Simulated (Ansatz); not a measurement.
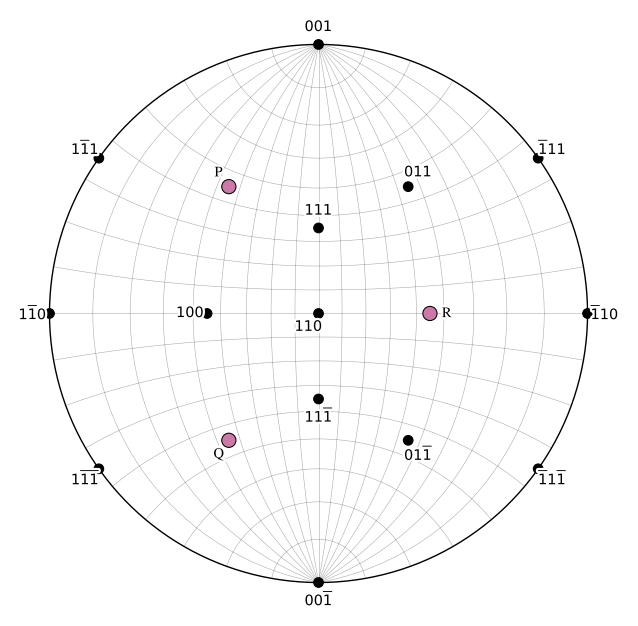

For Tl3B2, coordinates from a relaxation with Ansatz, DFT PBE, scalar-relativistic, plane waves, PAW; the starting structure was generated, so it need not be a known form of this composition: stereographic projection of plane normals (upper hemisphere) centred on (1 1 0). Geometry calculated from the standardised cell; symmetry tolerance 0.002 Å.

a = 4.904 Å, b = 4.904 Å, c = 4.904 Å, α = 90.00°, β = 90.00°, γ = 90.00°.

Question: Index the poles marked P, Q, R.

Answer: P is (1 0 1), 60.0° from the centre; Q is (1 0 −1), 60.0° from the centre; R is (0 1 0), 45.0° from the centre.

Question: What is the angle between the normals of (1 −1 −1) and (0 0 1), and what are their d_hkl = 1/|g|?

Answer: 125.3°; d = 2.832 Å and 4.904 Å.
